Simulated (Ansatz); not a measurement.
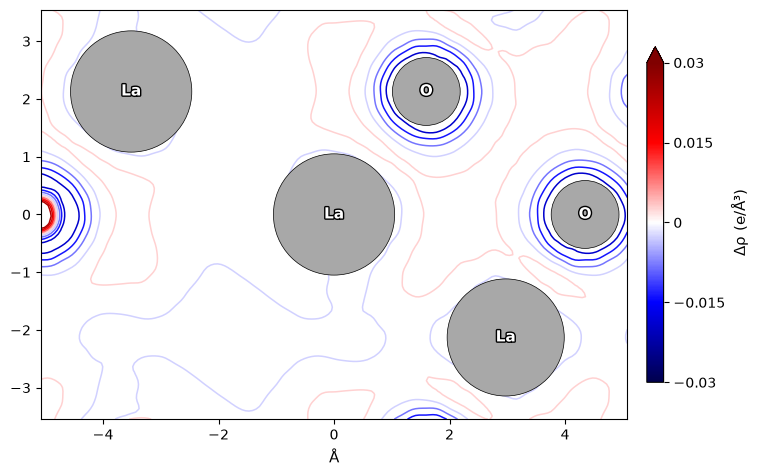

La3O2. Difference of the valence pseudo-densities of two functionals at the same geometry, on the (110) plane of the calculation cell: PBE less r2SCAN.

Space group P-3m1; a structure generated by program, which may or may not match a known phase; computed without spin polarisation.

Both computed with Ansatz (plane waves, PAW), on the same k-point mesh. Grey discs cover the atomic cores.

```
La O
1.0
     3.68853    0.00000    0.00000
    -1.84426    3.19436    0.00000
     0.00000    0.00000    9.45815
La O
3 2
Direct
  0.33333 0.66667 0.68572
  0.66667 0.33333 0.31428
  0.00000 0.00000 0.00000
  0.33333 0.66667 0.14537
  0.66667 0.33333 0.85463
```

### Where does the change of functional move the electrons?

Against r2SCAN, PBE gives less density around O (−0.017 e/Å³ on average at 0.7 Å from the nucleus) and a change of +0.004 e/Å³ at the midpoint of La–O.
